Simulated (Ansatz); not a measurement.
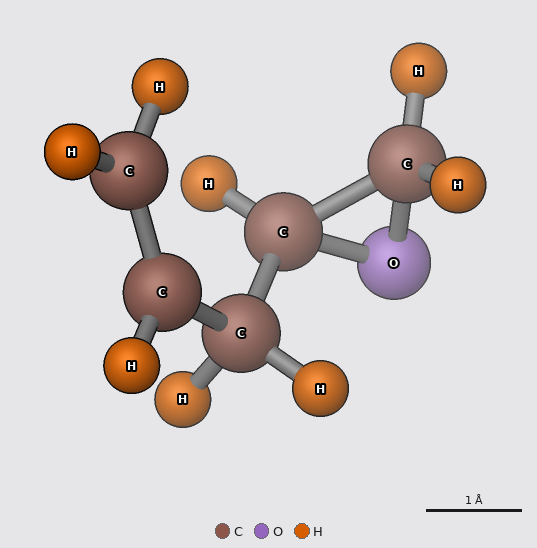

This is the input geometry for a relaxation of C₅H₈O (coarse preliminary run). Style: ball-and-stick. Shown from a free direction.

The start comes from a force field.

The calculation used RKS PBE-D4/def2-SVP in Ansatz.

Input file:
```yaml
crystal:
  periodic: [false, false, false]
  atoms:
    - {symbol: C, position_ang: [-1.913100, -0.054800, 0.671500]}
    - {symbol: C, position_ang: [-0.763900, 0.189700, 1.360100]}
    - {symbol: C, position_ang: [0.644500, -0.016100, 0.831800]}
    - {symbol: C, position_ang: [0.774200, -0.548000, -0.548000]}
    - {symbol: C, position_ang: [0.852000, 0.354300, -1.738300]}
    - {symbol: O, position_ang: [1.988800, -0.209300, -1.176100]}
    - {symbol: H, position_ang: [-1.956600, -0.369300, -0.379100]}
    - {symbol: H, position_ang: [-2.847900, 0.105700, 1.130600]}
    - {symbol: H, position_ang: [-0.817200, 0.526400, 2.334000]}
    - {symbol: H, position_ang: [1.134500, -0.732900, 1.500300]}
    - {symbol: H, position_ang: [1.200500, 0.894800, 0.943300]}
    - {symbol: H, position_ang: [0.401600, -1.539200, -0.692300]}
    - {symbol: H, position_ang: [0.695900, 1.395600, -1.550000]}
    - {symbol: H, position_ang: [0.533100, 0.016800, -2.680200]}
basis:
  gaussian: {orbitals: def2-SVP}
hamiltonian: {xc: pbe, dispersion: d4}
relax: {f_tol: 0.03, max_steps: 200}
```

Question: What does the optimiser find from here?

Answer: The energy falls by 0.397 eV in 5 accepted moves (6 points after the start). The largest force component goes from 3.6 to 0.019 eV/Å. The line search rejected the trial step at point 2 of the run. The largest move after the best rigid fit is that of H13, 0.13 Å. By element the largest moves are H 0.13 Å, O 0.11 Å, C 0.04 Å. Some distances before and after: C2–H9 1.032 → 1.105 Å, C5–H14 1.050 → 1.107 Å, C1–H8 1.054 → 1.101 Å, C5–O6 1.388 → 1.429 Å. Bond angles that change, for instance: O6–C4–H12 117.6° → 114.3°, C4–C5–H13 116.1° → 119.0°, O6–C5–H14 118.8° → 116.0°. The run took about 40 core-seconds on a shared host.

The structure at the end:

```xyz
14

C    -1.9018   -0.0509    0.6630
C    -0.7726    0.1498    1.3652
C     0.6351   -0.0003    0.8545
C     0.7570   -0.5382   -0.5525
C     0.8457    0.3542   -1.7240
O     2.0042   -0.3094   -1.2156
H    -1.8883   -0.3546   -0.3963
H    -2.8912    0.0868    1.1270
H    -0.8562    0.4573    2.4237
H     1.2026   -0.6666    1.5448
H     1.1648    0.9779    0.9076
H     0.3359   -1.5526   -0.7096
H     0.8086    1.4504   -1.5681
H     0.4826    0.0099   -2.7120
```

The end point in the same view:

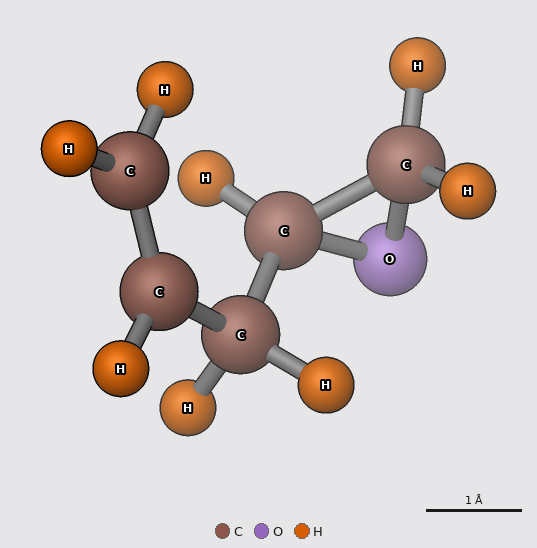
